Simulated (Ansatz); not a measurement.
# quartet C2H3F2Si at 5 levels

We compute a comparison of 5 runs (U-revPBE/cc-pVDZ, UB3LYP/cc-pVDZ, UCAM-B3LYP/cc-pVDZ, UPBE0/cc-pVDZ, UCCSD(T)/cc-pVDZ) of quartet C2H3F2Si. 

The results are computed with Ansatz 0.2.0.

50 further runs of the same task are left out: 50 set aside as unsound or not needed.

## (1) The molecule

C2H3F2Si: 8 atoms, total charge 0, spin state quartet. SMILES of the parent species: `[H]/[C]=C\[SiH](F)F`. Geometry: relaxed at PBE0-D4/def2-TZVP. This is one conformer, not always the lowest. That shape belongs to the parent species and isn't relaxed for this state.

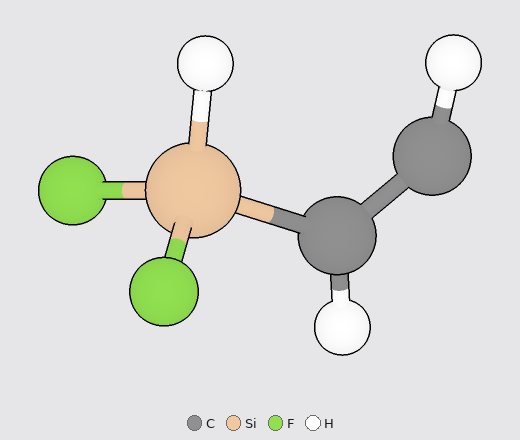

Viewed from a chosen angle; carbon grey, silicon light orange, fluorine green, hydrogen white.

## (2) A single-point energy at U-revPBE/cc-pVDZ (run 1)

Contents of job.yaml:

```yaml
crystal:
  periodic: [false, false, false]
  atoms:
    - {symbol: C, position_ang: [0.855200, 0.475100, 1.494400]}
    - {symbol: C, position_ang: [0.948700, 0.119800, 0.241900]}
    - {symbol: Si, position_ang: [-0.602400, -0.240700, -0.691900]}
    - {symbol: F, position_ang: [-0.572000, -1.723000, -1.260300]}
    - {symbol: F, position_ang: [-0.719900, 0.713400, -1.955600]}
    - {symbol: H, position_ang: [0.063700, 0.635800, 2.215100]}
    - {symbol: H, position_ang: [1.921500, 0.036900, -0.245900]}
    - {symbol: H, position_ang: [-1.802600, -0.074200, 0.146400]}
basis:
  gaussian: {orbitals: cc-pVDZ}
magnetization: {spin_polarized: true, initial_magnetization: 3}
hamiltonian: {xc: {name: revPBE}}
accuracy: high
output: {orbitals: {seedname: orbitals}}
```

Started as:

```console
$ ansatz run job.yaml --threads 1 --pin off --max-ram 3480MiB --events-out events.jsonl --progress --plain --runs-dir runs
```

The log of the run:

```text
Warning: RAYON_NUM_THREADS=1 ignored (pool sized by the plan → 1); use --threads N
Functional definition: revPBE
  name "revPBE"
  parameter kappa = 1.245
  parameter beta = 0.06672455060314922
  exchange = pbe_x(kappa = kappa, mu = beta*pi^2/3)
  correlation = pbe_c(beta = beta)
2002 factors; integrals over basis functions are off by at most 3.8e-9 eV
mean field evaluation 1: about -15409.3173 eV, gradient 4.8e1 eV
mean field evaluation 2: about -15261.7994 eV, gradient 1.3e2 eV
mean field evaluation 4: about -15424.2424 eV, gradient 1.9e1 eV
mean field evaluation 8: about -15425.8783 eV, gradient 6.3e-1 eV
mean field evaluation 16: about -15425.8739 eV, gradient 3.3e-4 eV
mean field -15425.87393438 eV, -566.8904110556 hartree, gradient 6.4e-8 eV, S^2 3.757142; 0 other end points of the search recorded, 0 dependent functions left out
reference -15425.87393854 eV, -566.8904112084 hartree; 25, 22 occupied and 64, 67 virtual orbitals, 2002 factors
Total energy: -15425.87393854 eV, -566.8904112084 hartree
```

It took 9 s on 1 thread of Arm Neoverse V2, shared host; peak memory 0.29 GiB.

## (3) A single-point energy at UB3LYP/cc-pVDZ (run 2)

Contents of run.yaml:

```yaml
basis:
  gaussian: {orbitals: cc-pVDZ}
crystal:
  periodic: [false, false, false]
  atoms:
    - {symbol: C, position_ang: [0.855200, 0.475100, 1.494400]}
    - {symbol: C, position_ang: [0.948700, 0.119800, 0.241900]}
    - {symbol: Si, position_ang: [-0.602400, -0.240700, -0.691900]}
    - {symbol: F, position_ang: [-0.572000, -1.723000, -1.260300]}
    - {symbol: F, position_ang: [-0.719900, 0.713400, -1.955600]}
    - {symbol: H, position_ang: [0.063700, 0.635800, 2.215100]}
    - {symbol: H, position_ang: [1.921500, 0.036900, -0.245900]}
    - {symbol: H, position_ang: [-1.802600, -0.074200, 0.146400]}
magnetization: {spin_polarized: true, initial_magnetization: 3}
output: {orbitals: {seedname: orbitals}}
accuracy: high
hamiltonian: {xc: {name: B3LYP}}
```

Started as:

```console
$ ansatz run run.yaml --threads 1 --pin off --max-ram 3480MiB --events-out events.jsonl --progress --plain --runs-dir runs
```

The log of the run:

```text
Warning: RAYON_NUM_THREADS=1 ignored (pool sized by the plan → 1); use --threads N
Functional definition: B3LYP
  name "B3LYP"
  parameter a0 = 0.2
  parameter ax = 0.72
  parameter ac = 0.81
  exchange = (1 - a0 - ax)*slater_x + ax*b88_x + a0*exact_x
  correlation = (1 - ac)*vwn_rpa_c + ac*lyp_c
2002 factors; integrals over basis functions are off by at most 3.8e-9 eV
mean field evaluation 1: about -15425.3923 eV, gradient 3.5e1 eV
mean field evaluation 2: about -15422.9110 eV, gradient 4.5e1 eV
mean field evaluation 4: about -15430.4313 eV, gradient 2.0e0 eV
mean field evaluation 8: about -15430.6171 eV, gradient 1.1e-1 eV
mean field evaluation 16: about -15430.6172 eV, gradient 1.4e-4 eV
mean field -15430.61715840 eV, -567.0647213233 hartree, gradient 5.6e-8 eV, S^2 3.756813; 0 other end points of the search recorded, 0 dependent functions left out
reference -15430.61719680 eV, -567.0647227344 hartree; 25, 22 occupied and 64, 67 virtual orbitals, 2002 factors
Total energy: -15430.61719680 eV, -567.0647227344 hartree
```

Run time: 12 s. Hardware: 1 thread of Arm Neoverse V2, shared host; peak memory 0.43 GiB.

Runs 3 to 4 aren't shown in full; the table further down has their settings and results.

## (4) The energy at UCCSD(T)/cc-pVDZ (run 5)

Contents of in.yaml:

```yaml
crystal:
  periodic: [false, false, false]
  atoms:
    - {symbol: C, position_ang: [0.855200, 0.475100, 1.494400]}
    - {symbol: C, position_ang: [0.948700, 0.119800, 0.241900]}
    - {symbol: Si, position_ang: [-0.602400, -0.240700, -0.691900]}
    - {symbol: F, position_ang: [-0.572000, -1.723000, -1.260300]}
    - {symbol: F, position_ang: [-0.719900, 0.713400, -1.955600]}
    - {symbol: H, position_ang: [0.063700, 0.635800, 2.215100]}
    - {symbol: H, position_ang: [1.921500, 0.036900, -0.245900]}
    - {symbol: H, position_ang: [-1.802600, -0.074200, 0.146400]}
basis:
  gaussian: {orbitals: cc-pVDZ}
accuracy: high
correlation: {method: ccsd_t, frozen_orbitals: {C: 1, F: 1, H: 0, Si: 5}}
magnetization: {spin_polarized: true, initial_magnetization: 3}
scf: {omitted_lower_state_checks: [cluster_reference, increment]}
```

Started as:

```console
$ ansatz run in.yaml --threads 1 --pin off --max-ram 3480MiB --events-out events.jsonl --progress --plain --runs-dir runs
```

The log of the run, shortened:

```text
Warning: RAYON_NUM_THREADS=1 ignored (pool sized by the plan → 1); use --threads N
Functional definition: HF
  name "HF"
[...]
2002 factors; integrals over basis functions are off by at most 3.8e-9 eV
[...]
mean field -15380.42989473 eV, -565.2203734014 hartree, gradient 3.9e-8 eV, S^2 3.770340; 0 other end points of the search recorded, 0 dependent functions left out
9 core orbitals not correlated: weight in the atoms' cores, before any rotation towards them, 1.000 or more for the frozen orbitals, at most 0.000 for the correlated occupied ones
reference -15380.42989473 eV, -565.2203734014 hartree; 16, 13 occupied and 64, 67 virtual orbitals, 2002 factors
second order -17.71178177 eV of doubles, -0.00000000 eV of singles
cycle   1  -18.28317925 eV  change   -5.7e-1 eV  update   9.6e-2
[...]
cycle  24  -18.83718731 eV  change   -1.3e-9 eV  update   2.6e-9
perturbative correction -0.36193801 eV, -0.0133009764 hartree
Total energy: -15399.62902004 eV, -565.9259282432 hartree
Checks for a lower state left out: cluster_reference, increment
```

It took 85 s on 1 thread of Arm Neoverse V2, shared host; peak memory 1.1 GiB.

## (5) Overview of the runs

| run | level | frozen core orbitals | energy (Eh) | HOMO energy (eV) | ⟨S²⟩ | wall time |
| --- | --- | --- | --- | --- | --- | --- |
| 1 | U-revPBE/cc-pVDZ | – | -566.890411 | -2.92 | 3.757 | 9 s |
| 2 | UB3LYP/cc-pVDZ | – | -567.064723 | -3.90 | 3.757 | 12 s |
| 3 | UCAM-B3LYP/cc-pVDZ | – | -566.961633 | -5.50 | 3.757 | 14 s |
| 4 | UPBE0/cc-pVDZ | – | -566.646263 | -4.31 | 3.759 | 12 s |
| 5 | UCCSD(T)/cc-pVDZ | 9 | -565.925928 | – | 3.770 | 85 s |

## (6) Outcome

| quantity | value |
| --- | --- |
| run 5: total energy | -565.92593 Eh |
| run 5: correlation energy (9 core orbitals frozen) | -705.6 mEh |
| run 5: (T) correction | -13.30 mEh |
| run 5: ⟨S²⟩ of the reference determinant | 3.770 |
| run 5: T1 diagnostic | 0.014 |

Totals of different functionals can't be ranked against each other. All runs together took 2.2 min, the longest 85 s.
